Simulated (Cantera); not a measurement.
Feed: 1 mol c-C₄F₈, 0.015 mol F₂, 5.9 mol H₂, at 1330 Pa.

Equilibrium computed with Cantera from the NASA thermochemical tables; the gas is ideal and each condensed phase is pure. Candidate condensed phases: C, C₆H₆, C₇H₈, C₈H₁₈; 95 gas species. The feed counts by its element totals alone. Rates play no part.

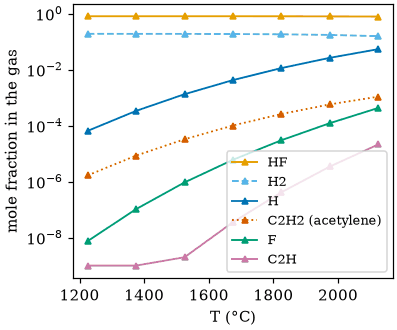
Figure. Equilibrium gas composition (values under 1e-9 drawn at 1e-9)

Question: Read off the mole fractions at 1375 °C.

Answer: HF about 0.81, H₂ about 0.19, H about 0.00034, C₂H₂ (acetylene) about 8.5e-6, F about 1.0e-7.
